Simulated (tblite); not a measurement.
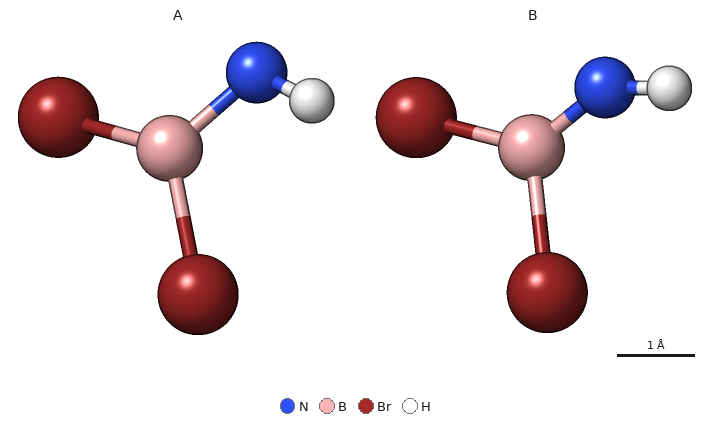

Two geometries of BNHBr2 (multiplicity 2), drawn at one scale. One is the start of a relaxation, the other its converged end. The picture is a ball-and-stick view, seen at a tilt.

Level of theory: tblite, GFN2-xTB geometry optimisation, gas phase. 

> Which of the two is the end point?

Structure B is the relaxed one. The atom that moves furthest after the best rigid fit is the N atom (0.24 Å). Largest moves by element: N 0.24 Å, B 0.20 Å, H 0.17 Å, Br 0.10 Å. Near-neighbour distances that change, for instance: B–N 1.518 → 1.312 Å, B–Br 2.013 → 1.881 Å, H–N 1.053 → 0.997 Å, B–Br 1.997 → 2.003 Å. Among the angles between lasting bonds that change: B–N–H 109.8° → 141.6°, N–B–Br 117.8° → 129.8°, N–B–Br 118.1° → 113.6°. After 27 geometry steps the energy has fallen by 23.6 kcal/mol.
